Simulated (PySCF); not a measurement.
**C₃H₉BGeO₂: electronic excitations**

Aim: predict the electronic excitations of C₃H₉BGeO₂ (`[GeH3][O][C@H]1CBOC1`).

Computed with PySCF 2.14.0, with density-fitted response routines of our own, on a single molecule in the gas phase. Atoms are numbered from 0 throughout.

## 1. The starting structure

16 atoms, charge 0, multiplicity 1; geometry from: GFN2-xTB.

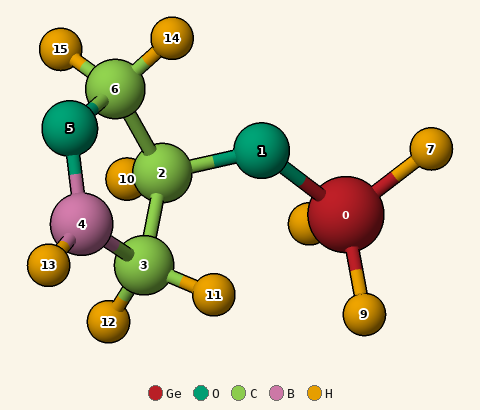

The starting geometry (germanium red, oxygen teal, carbon green, boron pink, hydrogen amber), atoms numbered.

## 2. Excited states and response: wB97X-D/def2-SVPD

What the job is given:

```
{"job": {"kind": "uv", "xc": "wB97X-D", "basis": "def2-SVPD", "nstates": 8, "ntriplets": 3}, "charge": 0, "multiplicity": 1}
Ge     2.500586    -0.472599    -0.418508
O      1.189692     0.052314     0.602313
C     -0.065898     0.543152     0.188148
C     -0.976167    -0.526615    -0.446135
B     -2.250105    -0.501774     0.512961
O     -2.073758     0.369554     1.500915
C     -0.825450     1.025405     1.448061
H      3.536461    -0.730437     0.616752
H      2.872878     0.624566    -1.379511
H      2.133518    -1.708738    -1.194003
H      0.083281     1.384409    -0.500474
H     -0.466779    -1.491931    -0.419467
H     -1.180427    -0.301698    -1.492308
H     -3.234712    -1.123059     0.455777
H     -0.249372     0.761837     2.340491
H     -1.001345     2.104557     1.441062
```

Method: TDDFT wB97X-D/def2-SVPD, vertical, gas phase, core orbitals frozen in the response.

Run with:

```
> OMP_NUM_THREADS=1 python probes_run.py task.json out
```

The driver reads the jobs from task.json and runs them one after another.

What it wrote:

```text
coarse grid: 60744 points
cycle   1  E = -2371.4172926732  dE =  5.254e-01  |g| = 9.376e-01  |ddm| = 5.885e+00
cycle   2  E = -2371.3388095864  dE =  7.848e-02  |g| = 1.189e+00  |ddm| = 3.038e+00
cycle   3  E = -2371.5792826395  dE = -2.405e-01  |g| = 8.216e-02  |ddm| = 1.747e+00
cycle   4  E = -2371.5804623889  dE = -1.180e-03  |g| = 4.420e-02  |ddm| = 2.056e-01
cycle   5  E = -2371.5808035454  dE = -3.412e-04  |g| = 8.742e-03  |ddm| = 6.999e-02
cycle   6  E = -2371.5808169843  dE = -1.344e-05  |g| = 3.918e-03  |ddm| = 2.003e-02
cycle   7  E = -2371.5808201514  dE = -3.167e-06  |g| = 8.382e-04  |ddm| = 7.240e-03
final grid: 128640 points
cycle   8  E = -2371.5803838591  dE = -1.709e-06  |g| = 1.110e-03  |ddm| = 1.552e-02
cycle   9  E = -2371.5803838580  dE =  1.113e-09  |g| = 1.186e-03  |ddm| = 3.206e-03
cycle  10  E = -2371.5803840496  dE = -1.916e-07  |g| = 1.138e-04  |ddm| = 1.258e-03
cycle  11  E = -2371.5803840523  dE = -2.737e-09  |g| = 6.431e-05  |ddm| = 2.919e-04
cycle  12  E = -2371.5803840531  dE = -8.108e-10  |g| = 9.780e-06  |ddm| = 1.416e-04
converged SCF energy = -2371.5803840531

Static polarisability (au): isotropic 81.329, principal 70.348 80.846 92.793

Singlet excitations
state   eV       nm        f      main configurations
  1   6.7555    183.5   0.00050   H->L+2 0.57, H-2->L+2 0.23
  2   6.9082    179.5   0.00092   H->L+1 0.57, H->L 0.19
  3   7.6197    162.7   0.02457   H->L 0.70, H->L+1 0.14
  4   7.6861    161.3   0.03488   H-1->L+1 0.47, H-1->L 0.21
  5   7.8514    157.9   0.00380   H-1->L+2 0.45, H->L+2 0.21, H-3->L+2 0.10
  6   8.0948    153.2   0.00190   H-2->L+2 0.35, H-1->L+2 0.17, H->L+4 0.11
  7   8.1288    152.5   0.00746   H->L+3 0.51, H-2->L 0.09
  8   8.2496    150.3   0.01425   H->L+4 0.70

Triplet excitations (Tamm-Dancoff, eV): 6.3628 6.6428 7.0264
```

It took 1.9 min on 1 thread of Arm Neoverse N1, shared host; peak memory 0.99 GiB.

Frontier orbitals and where they lie:

```csv
orbital,eV,atoms
HOMO−3,-10.91,"O5 40 %, C6 16 %, B4 9 %"
HOMO−2,-10.84,"C3 20 %, B4 16 %, O5 14 %"
HOMO−1,-10.26,"O1 41 %, C2 13 %, O5 12 %"
HOMO,-9.61,"O1 45 %, C3 14 %, C2 10 %"
LUMO,1.75,"Ge0 40 %, B4 20 %, H9 6 %"
LUMO+1,1.83,"Ge0 46 %, H8 12 %, H9 12 %"
LUMO+2,1.98,"B4 40 %, O5 23 %, C3 12 %"
```

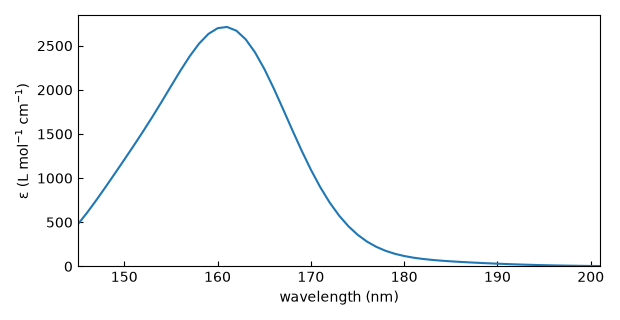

Absorption spectrum: each of the 8 states is a Gaussian band of 0.4 eV half-width at 1/e. Beyond the last state computed it falls off for lack of states.

Further results of this job:

```csv
property,computed
dipole moment (D),2.17
polarisability (Å³),12.05
HOMO–LUMO gap (eV),11.36
−ε(HOMO) (eV),9.61
```

## 3. Summary of results

| quantity | value |
| --- | --- |
| lowest singlet (wB97X-D/def2-SVPD) | 6.76 eV (184 nm), f = 0.001 |
| brightest single state of those computed | state 4, 7.69 eV, f = 0.035 |
| lowest triplet | 6.36 eV |

In words: The lowest singlet, at 6.76 eV, is HOMO→LUMO+2 0.57, HOMO−2→LUMO+2 0.23 and is dark; of the 8 states computed, the strongest absorption comes from state 4 at 7.69 eV. The lowest triplet lies 0.39 eV below the lowest singlet (triplets in Tamm-Dancoff, singlets in full TDDFT).
